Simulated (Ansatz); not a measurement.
## Electronic structure of CH5NO2Si in real space

Input

```
crystal:
  periodic: [false, false, false]
  atoms:
    - { symbol: "N", position_ang: [-1.0888, 1.044, 1.1032] }
    - { symbol: Si, position_ang: [-0.8182, -0.1556, 0.0216] }
    - { symbol: O, position_ang: [0.5814, -0.8112, 0.45] }
    - { symbol: C, position_ang: [1.2349, -0.5102, -0.8564] }
    - { symbol: O, position_ang: [0.1098, 0.4146, -1.2128] }
    - { symbol: H, position_ang: [-0.3731, 1.7712, 1.0325] }
    - { symbol: H, position_ang: [-1.0808, 0.7219, 2.0408] }
    - { symbol: H, position_ang: [-1.832, -1.102, -0.3265] }
    - { symbol: H, position_ang: [1.2007, -1.3799, -1.4733] }
    - { symbol: H, position_ang: [2.1491, -0.044, -0.7762] }
basis:
  gaussian: { orbitals: def2-SVP }
hamiltonian:
  xc: pbe0
  dispersion: d4
relax:
  f_tol: 0.015
  max_steps: 40
output:
  orbitals: {}
```

Launched as:

```sh
ansatz run input.yaml --threads 2 --pin off --max-ram 3072MiB --backend cpu --events-out ev --progress --plain --runs-dir out
```

The fields are those of the run's last geometry, not of the input's.

Computed with Ansatz, RKS PBE0-D4/def2-SVP.

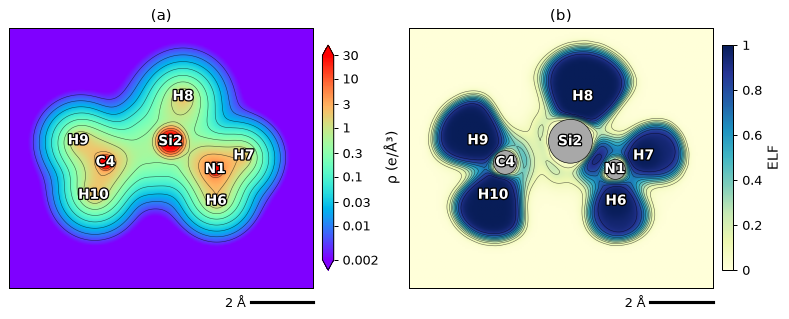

Figure 1. (a) total electron density; (b) ELF on the plane of atoms N1, Si2 and H8. Grey discs cover the atomic cores in the ELF map.

Q: What does the map show?

A: The plane passes through N, Si, C and H nuclei. Si–N (1.69 Å): the density is about 1.1 e/Å³ at the midpoint; the ELF peaks at about 0.90 between the atoms (a polar covalent bond). N–H (1.01 Å): ρ is about 2.8 e/Å³ halfway; the ELF climbs to about 1 towards the hydrogen, as it does in any bond to H (a covalent bond by its length). C–H (1.11 Å): ρ at the midpoint is about 2 e/Å³; the ELF climbs to about 1 towards the hydrogen (an ordinary covalent bond to hydrogen). Si–H (1.48 Å): ρ at the midpoint is about 0.8 e/Å³; the ELF climbs to about 1 towards the hydrogen.

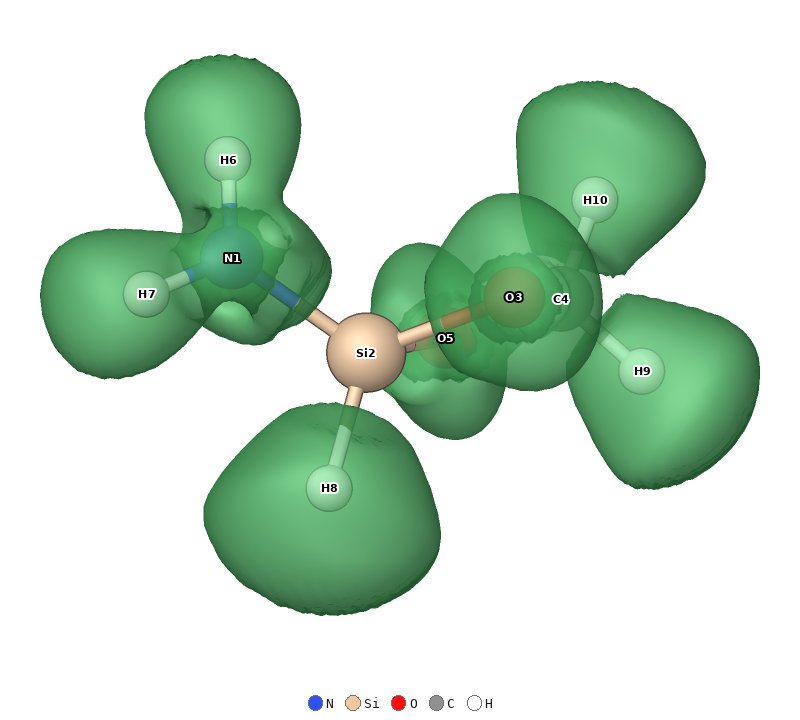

Figure 2. Isosurface of the electron localisation function at 0.75 (green), seen at a tilt. Only the valence region is drawn (cores and ρ < 0.01 e/Å³ removed).

Q: Describe the localisation domains.

A: The ELF exceeds this value in three regions around hydrogen nuclei, two regions on O in which the atom's valence shell and bonds are merged and one joined region spread over several atoms (H, N), in which their bonds and any lone pairs are merged. Along the contacts the grid gives the following. C–O (1.42 Å): the ELF peaks at about 0.90 between the atoms; a polar covalent bond.

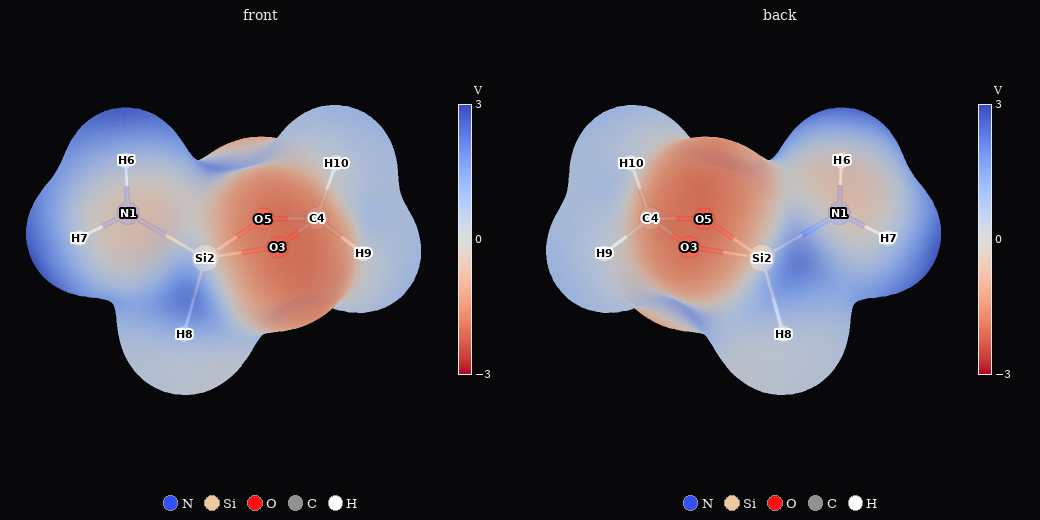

Figure 3. The electrostatic potential painted on the density surface at 0.004 e/bohr³, seen from the front and from behind; the colour scale runs from red (negative) to blue (positive).

Q: Describe the electrostatic potential map.

A: The most negative region (about −1.9 V) lies over O3 and O5, the most positive (about +2.6 V) over H6 and H7.

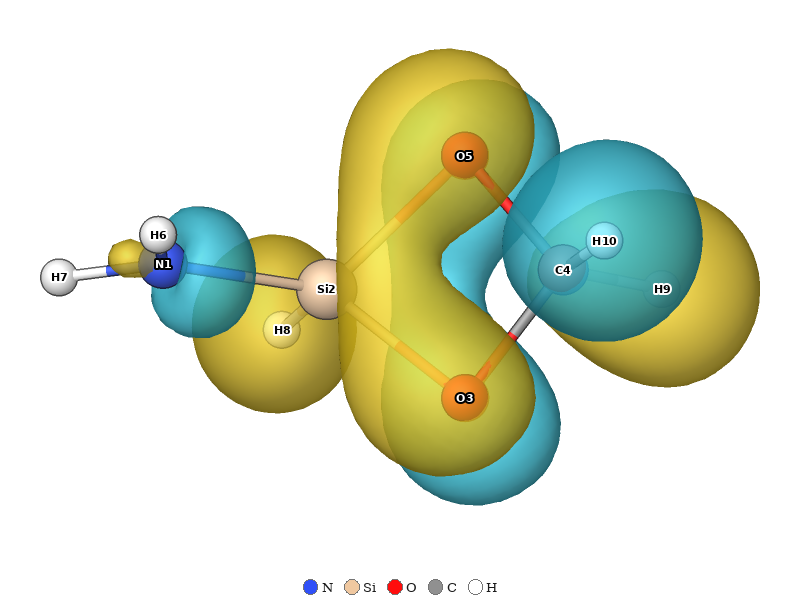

Figure 4. The HOMO at ±0.1 Å⁻³ᐟ² (yellow and cyan are the two phases), seen from one side.

Q: Describe this orbital and give its energy.

A: It lies mainly on O3 (about 25 %), O5 (about 25 %), C4 (about 15 %), H10 (about 10 %) and H9 (about 10 %). Its energy is −7.72 eV.
